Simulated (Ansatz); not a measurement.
# C2H4ClSi (SMILES C=C[SiH]Cl): levels of theory compared

Wanted: a comparison of 6 runs (UB3LYP/6-31G*, U-r2SCAN/def2-SVP, U-wB97M-V/def2-SVP, U-wB97X/def2-SVP, UCAM-B3LYP/def2-SVP, UMP2/def2-SVP) of C2H4ClSi. 

Program for the calculation: Ansatz 0.2.0.

57 further runs of the same task are left out: 57 set aside as unsound or not needed.

### Step 1. The structure to begin with

The species is C2H4ClSi (8 atoms), meant as a doublet with charge 0. As SMILES, `C=C[SiH]Cl`. The C1–C2 distance was set to 2.937 Å, away from the relaxed value. At this shape a bond of the SMILES string is far longer than usual.

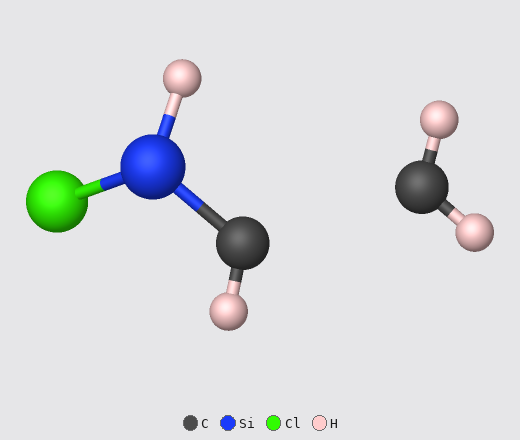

The structure, seen from a chosen angle (carbon dark grey, silicon blue, chlorine green, hydrogen pink).

### Step 2. The energy at UB3LYP/6-31G(d) (Cartesian functions) (run 1)

Contents of run.yaml:

```yaml
crystal:
  periodic: [false, false, false]
  atoms:
    - symbol: C
      position_ang: [0.669200, 2.339414, -1.577802]
    - symbol: C
      position_ang: [0.628500, -0.066700, 0.105400]
    - symbol: Si
      position_ang: [-0.903600, -0.642600, 0.947100]
    - symbol: Cl
      position_ang: [-1.031600, -2.697900, 0.941300]
    - symbol: H
      position_ang: [-0.234700, 2.900614, -1.798702]
    - symbol: H
      position_ang: [1.586100, 2.717314, -2.020602]
    - symbol: H
      position_ang: [1.561300, -0.591000, 0.301600]
    - symbol: H
      position_ang: [-2.116300, -0.079100, 0.291500]
basis:
  gaussian: {orbitals: "6-31G*"}
magnetization: {spin_polarized: true, initial_magnetization: 1}
hamiltonian: {xc: {name: B3LYP}}
accuracy: high
output: {orbitals: {seedname: orbitals}}
```

On the command line:

```sh
$ ansatz run run.yaml --threads 1 --pin off --max-ram 3480MiB --events-out events.jsonl --progress --plain --runs-dir runs
```

What it wrote:

```text
Warning: RAYON_NUM_THREADS=1 ignored (pool sized by the plan → 1); use --threads N
Functional definition: B3LYP
  name "B3LYP"
  parameter a0 = 0.2
  parameter ax = 0.72
  parameter ac = 0.81
  exchange = (1 - a0 - ax)*slater_x + ax*b88_x + a0*exact_x
  correlation = (1 - ac)*vwn_rpa_c + ac*lyp_c
1602 factors; integrals over basis functions are off by at most 8.3e-9 eV
mean field evaluation 1: about -22522.7353 eV, gradient 3.7e1 eV
mean field evaluation 2: about -22465.3726 eV, gradient 7.0e1 eV
mean field evaluation 4: about -22527.8702 eV, gradient 1.8e1 eV
mean field evaluation 8: about -22531.6889 eV, gradient 1.2e0 eV
mean field evaluation 16: about -22531.8867 eV, gradient 8.9e-2 eV
mean field evaluation 32: about -22531.8871 eV, gradient 7.6e-5 eV
mean field evaluation 64: about -22532.2179 eV, gradient 2.6e-3 eV
mean field evaluation 96: about -22531.8858 eV, gradient 1.1e-1 eV
mean field evaluation 128: about -22528.4978 eV, gradient 9.8e0 eV
mean field evaluation 160: about -22531.6539 eV, gradient 8.2e-1 eV
mean field -22532.21792249 eV, -828.0437357656 hartree, gradient 4.4e-8 eV, S^2 1.837534; 7 other end points of the search recorded, 0 dependent functions left out
reference -22532.21796367 eV, -828.0437372791 hartree; 24, 23 occupied and 52, 53 virtual orbitals, 1602 factors
Total energy: -22532.21796367 eV, -828.0437372791 hartree
```

Wall time 40 s (1 thread of Intel Xeon Platinum 8488C (Sapphire Rapids), shared host); peak memory 0.45 GiB.

### Step 3. The energy at U-r2SCAN/def2-SVP (run 2)

Contents of input.yaml:

```yaml
crystal:
  periodic: [false, false, false]
  atoms:
    - {symbol: C, position_ang: [0.669200, 2.339414, -1.577802]}
    - {symbol: C, position_ang: [0.628500, -0.066700, 0.105400]}
    - {symbol: Si, position_ang: [-0.903600, -0.642600, 0.947100]}
    - {symbol: Cl, position_ang: [-1.031600, -2.697900, 0.941300]}
    - {symbol: H, position_ang: [-0.234700, 2.900614, -1.798702]}
    - {symbol: H, position_ang: [1.586100, 2.717314, -2.020602]}
    - {symbol: H, position_ang: [1.561300, -0.591000, 0.301600]}
    - {symbol: H, position_ang: [-2.116300, -0.079100, 0.291500]}
basis:
  gaussian:
    orbitals: def2-SVP
output: {orbitals: {seedname: orbitals}}
magnetization:
  spin_polarized: true
  initial_magnetization: 1
accuracy: high
hamiltonian:
  xc: {name: r2SCAN}
```

On the command line:

```sh
$ ansatz run input.yaml --threads 1 --pin off --max-ram 3480MiB --events-out events.jsonl --progress --plain --runs-dir runs
```

What it wrote (excerpt; [...] marks lines left out):

```text
Warning: RAYON_NUM_THREADS=1 ignored (pool sized by the plan → 1); use --threads N
Functional definition: r2SCAN
  name "r2SCAN"
[...]
1768 factors; integrals over basis functions are off by at most 9.3e-9 eV
[...]
mean field -22521.65448897 eV, -827.6555367438 hartree, gradient 2.3e-8 eV, S^2 1.992973; 7 other end points of the search recorded, 0 dependent functions left out
reference -22521.65449101 eV, -827.6555368188 hartree; 24, 23 occupied and 60, 61 virtual orbitals, 1768 factors
Total energy: -22521.65449101 eV, -827.6555368188 hartree
```

Wall time 46 s (1 thread of Intel Xeon Platinum 8488C (Sapphire Rapids), shared host); peak memory 0.44 GiB.

### Step 4. The energy at U-wB97M-V/def2-SVP (run 3)

run.yaml: that of step 2 with these lines changed.

```diff
@@ -20,6 +20,11 @@
 basis:
-  gaussian: {orbitals: "6-31G*"}
-magnetization: {spin_polarized: true, initial_magnetization: 1}
-hamiltonian: {xc: {name: B3LYP}}
+  gaussian:
+    orbitals: def2-SVP
+magnetization:
+  spin_polarized: true
+  initial_magnetization: 1
+hamiltonian:
+  xc: {name: wB97M-V}
+output:
+  orbitals: {seedname: orbitals}
 accuracy: high
-output: {orbitals: {seedname: orbitals}}
```

On the command line:

```sh
$ ansatz run run.yaml --threads 1 --pin off --max-ram 3480MiB --events-out events.jsonl --progress --plain --runs-dir runs
```

What it wrote (excerpt; [...] marks lines left out):

```text
Warning: RAYON_NUM_THREADS=1 ignored (pool sized by the plan → 1); use --threads N
Functional definition: wB97M-V
  name "wB97M-V"
[...]
  gx(w, u) = 1 - cx + cx01*u + cx10*w
  gss(w, u) = css00 + css04*u^4 + css10*w + css20*w^2 + css43*w^4*u^3
  gos(w, u) = cos00 + cos10*w + (cos20 + cos21*u)*w^2 + (cos60 + cos61*u)*w^6
[...]
      + integral(e_c_pw_mod_opposite_spin*gos(b97_w_opposite, b97_u_opposite)) + vv10(b, c)
1768 factors; integrals over basis functions are off by at most 9.3e-9 eV
400 factors; integrals over basis functions are off by at most 2.4e-9 eV
[...]
mean field -22521.50475277 eV, -827.6500340402 hartree, gradient 6.9e-8 eV, S^2 1.939815; 4 other end points of the search recorded, 0 dependent functions left out
reference -22521.50475711 eV, -827.6500341997 hartree; 24, 23 occupied and 60, 61 virtual orbitals, 1768 factors
Total energy: -22521.50475711 eV, -827.6500341997 hartree
```

Wall time 3.7 min (1 thread of Intel Xeon Platinum 8488C (Sapphire Rapids), shared host); peak memory 1.1 GiB.

Runs 4 to 5 aren't shown in full; the table further down has their settings and results.

### Step 5. The energy at UMP2/def2-SVP (run 6)

input.yaml: that of step 3 with these lines changed.

```diff
@@ -14,3 +14,5 @@
     orbitals: def2-SVP
-output: {orbitals: {seedname: orbitals}}
+correlation:
+  method: mp2
+  frozen_orbitals: {C: 1, Cl: 5, H: 0, Si: 5}
 magnetization:
@@ -19,3 +21 @@
 accuracy: high
-hamiltonian:
-  xc: {name: r2SCAN}
```

On the command line:

```sh
$ ansatz run input.yaml --threads 1 --pin off --max-ram 3480MiB --events-out events.jsonl --progress --plain --runs-dir runs
```

What it wrote (excerpt; [...] marks lines left out):

```text
Warning: RAYON_NUM_THREADS=1 ignored (pool sized by the plan → 1); use --threads N
Functional definition: HF
  name "HF"
[...]
1768 factors; integrals over basis functions are off by at most 9.3e-9 eV
[...]
mean field -22477.17154912 eV, -826.0208188559 hartree, gradient 3.2e-8 eV, S^2 2.514979; 10 other end points of the search recorded, 0 dependent functions left out
12 core orbitals not correlated: weight in the atoms' cores, before any rotation towards them, 1.000 or more for the frozen orbitals, at most 0.000 for the correlated occupied ones
reference -22477.17154912 eV, -826.0208188559 hartree; 12, 11 occupied and 60, 61 virtual orbitals, 1768 factors
second order -10.59617344 eV of doubles, -0.00000000 eV of singles
Total energy: -22487.76772256 eV, -826.4102210477 hartree
```

Run time: 15 s. Hardware: 1 thread of Intel Xeon Platinum 8488C (Sapphire Rapids), shared host; peak memory 0.32 GiB.

### Step 6. Overview of the runs

| run | level | Cartesian functions | frozen core orbitals | energy (Eh) | HOMO energy (eV) | LUMO energy (eV) | ⟨S²⟩ | wall time |
| --- | --- | --- | --- | --- | --- | --- | --- | --- |
| 1 | UB3LYP/6-31G* (Cartesian functions) | yes | – | -828.043737 | -6.37 | -3.06 | 1.838 | 40 s |
| 2 | U-r2SCAN/def2-SVP | no | – | -827.655537 | -5.93 | -3.33 | 1.993 | 46 s |
| 3 | U-wB97M-V/def2-SVP | no | – | -827.650034 | -8.42 | -0.78 | 1.940 | 3.7 min |
| 4 | U-wB97X/def2-SVP | no | – | -827.712420 | -8.79 | -0.71 | 2.084 | 1.8 min |
| 5 | UCAM-B3LYP/def2-SVP | no | – | -827.707514 | -7.78 | -1.55 | 2.029 | 42 s |
| 6 | UMP2/def2-SVP | no | 12 | -826.410221 | – | – | 2.515 | 15 s |

### Step 7. Summary of results

| quantity | value |
| --- | --- |
| run 6: total energy | -826.41022 Eh |
| run 6: correlation energy (12 core orbitals frozen) | -389.4 mEh |
| run 6: ⟨S²⟩ of the reference determinant | 2.515 |

What this shows: Totals of different functionals can't be ranked against each other. Spin contamination of the reference: run 6 ⟨S²⟩ = 2.51, run 4 ⟨S²⟩ = 2.08, run 5 ⟨S²⟩ = 2.03, run 2 ⟨S²⟩ = 1.99, run 3 ⟨S²⟩ = 1.94, run 1 ⟨S²⟩ = 1.84. Where it is this large, the reference is a mixture of spin states, and values that rest on it are in doubt. All runs together took 7.9 min, the longest 3.7 min.
